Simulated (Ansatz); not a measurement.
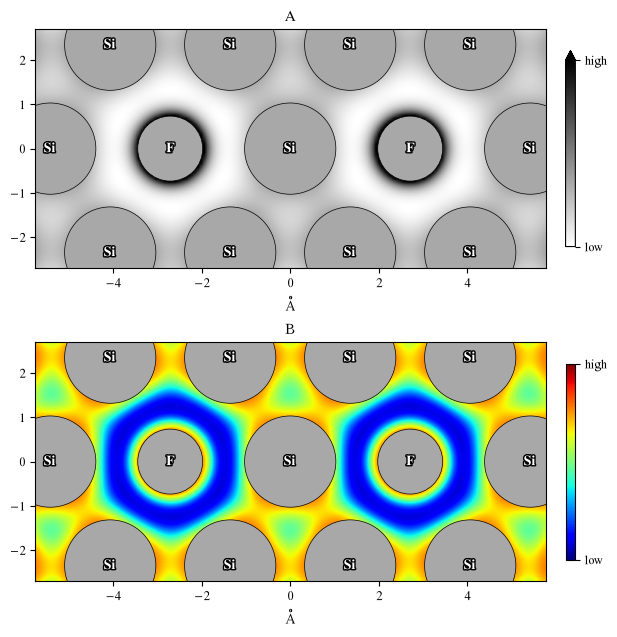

Si₃F: 2 fields on the (111) plane of the conventional cell, with unlabelled colour scales. Grey discs cover the atomic cores.

Space group Pm-3m; a structure generated by program, which may or may not match a known phase; computed without spin polarisation.

Theory: Ansatz 0.2.0, DFT PBE, scalar-relativistic, plane waves, PAW.

> The panels show electron localisation function and valence pseudo-density in some order. Assign them.

Panel A: valence pseudo-density. Panel B: electron localisation function. From the grid: Si–Si (2.71 Å): ρ is about 0.3 e/Å³ halfway; the ELF peaks at about 0.80 between the atoms. Si–F (2.71 Å): the density is about 0.15 e/Å³ at the midpoint; the ELF is about 0.10 at the midpoint (no shared electron pair shows on this line).
